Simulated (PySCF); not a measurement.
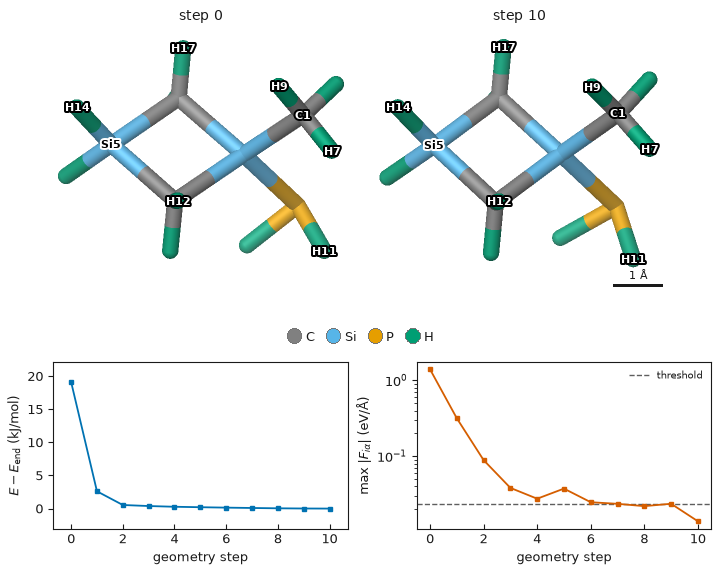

First and last geometry of a relaxation of C3H11PSi2, with the history of the run. Style: stick. Shown from a free direction.

The start comes from GFN2-xTB.

Theory: PBE0-D3(BJ)/def2-SVP geometry optimisation, gas phase (PySCF). 

### What do the curves and the structures tell?

It converged. The largest move after the best rigid fit is that of an H atom, 0.26 Å. Largest moves by element: H 0.26 Å, Si 0.11 Å, C 0.07 Å, P 0.05 Å. Some distances before and after: H–P 1.383 → 1.430 Å, H–Si 1.463 → 1.496 Å, C–Si 1.904 → 1.876 Å, C–Si 1.933 → 1.910 Å. Bond angles that change, for instance: C–Si–C 87.6° → 92.0°, Si–C–Si 92.2° → 87.9°. The energy falls by 19.1 kJ/mol in 10 geometry steps. The largest force component goes from 1.4 to 0.014 eV/Å. The run took roughly 100 core-seconds on a shared host.

```
step  E − E(0), kJ/mol  largest force component, eV/Å
   0              0.00                         1.3957
   1            -16.51                         0.3158
   2            -18.57                         0.0888
   3            -18.73                         0.0382
   4            -18.84                         0.0275
   5            -18.91                         0.0374
   6            -18.97                         0.0247
   7            -19.03                         0.0236
   8            -19.08                         0.0220
   9            -19.10                         0.0236
  10            -19.12                         0.0139
```
